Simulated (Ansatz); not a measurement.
```yaml
atoms:
  - { symbol: Si, position_ang: [-0.7949, -1.0566, 0.3653] }
  - { symbol: O, position_ang: [2.2076, 1.0864, -0.4194] }
  - { symbol: H, position_ang: [0.0804, -1.9888, -0.3835] }
  - { symbol: H, position_ang: [-2.1666, -1.6374, 0.4278] }
  - { symbol: N, position_ang: [-0.6967, 0.4905, -0.4219] }
  - { symbol: H, position_ang: [2.4808, 1.2680, 0.4814] }
  - { symbol: H, position_ang: [-0.3103, -0.8760, 1.7570] }
  - { symbol: H, position_ang: [1.2456, 0.9559, -0.3746] }
  - { symbol: H, position_ang: [-0.8345, 0.5024, -1.4232] }
  - { symbol: H, position_ang: [-1.2114, 1.2555, -0.0091] }
```

The product side of a reaction path; geometry: PBE0-D4/def2-TZVP.

These are results of Ansatz, RKS PBE0-D4/def2-TZVPP, not measurements.

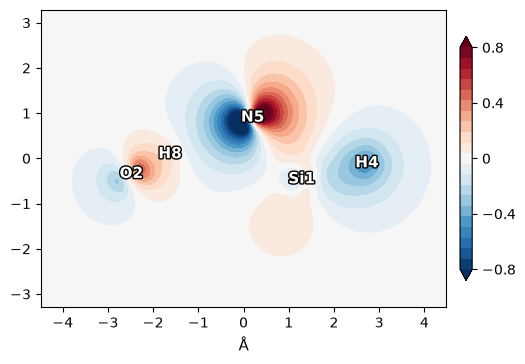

H₅NSi···H₂O. The HOMO on the plane of atoms H4, Si1 and N5 (values in Å⁻³ᐟ²; the overall sign is arbitrary).

Q: What is the character of this orbital?

A: Its weight (Hirshfeld) is mainly on N5 (about 55 %), Si1 (about 15 %), H4 (about 10 %) and O2 (about 5 %). Its energy is −8.06 eV.
